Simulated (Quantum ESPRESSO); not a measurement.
Band structure of Li (Fm-3m, 1 atom in the cell).

```yaml
crystal:
  lattice:
    - [0.00000, 2.20200, 2.20200]
    - [2.20200, 0.00000, 2.20200]
    - [2.20200, 2.20200, 0.00000]
  atoms:
    - { symbol: Li, position: [0.00000, 0.00000, 0.00000] }
```

Computed with PBEsol, GBRV 1.5 ultrasoft (PBESOL) pseudopotentials (plane waves; Quantum ESPRESSO).

Settings: ecutwfc = 40 Ry; ecutrho = 200 Ry; occupations = smearing; smearing = gauss; degauss = 0.019992 Ry; potentials = {Li: li_pbesol_v1.4.uspp.F.UPF}; K_POINTS = automatic 10 10 10 0 0 0; nbnd = 8; conv_thr = 1e-10 Ry; mixing_beta = 0.4.

The starting cell comes from a database of published, mostly measured structures (it also holds non-ambient and calculated ones), without a prior relaxation at this level.

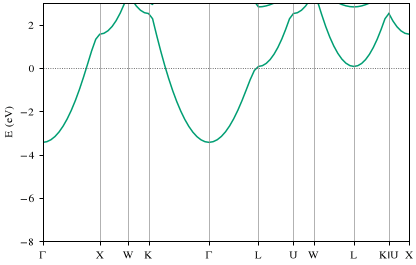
*Bands along the path, energies from the Fermi level.*

Levels in eV from the Fermi level, bands 1 to 5:
```csv
point,1,2,3,4,5
Γ,-45.99,-3.44,13.96,13.96,13.96
X,-45.97,1.56,4.58,8.23,8.23
W,-45.97,3.45,3.45,4.33,8.35
K,-45.97,2.51,3.03,6.20,9.12
L,-45.97,0.07,2.81,12.29,12.29
U,-45.97,2.51,3.03,6.20,9.12
```

Bands cross the Fermi level along this path, so the cell is metallic at this level.
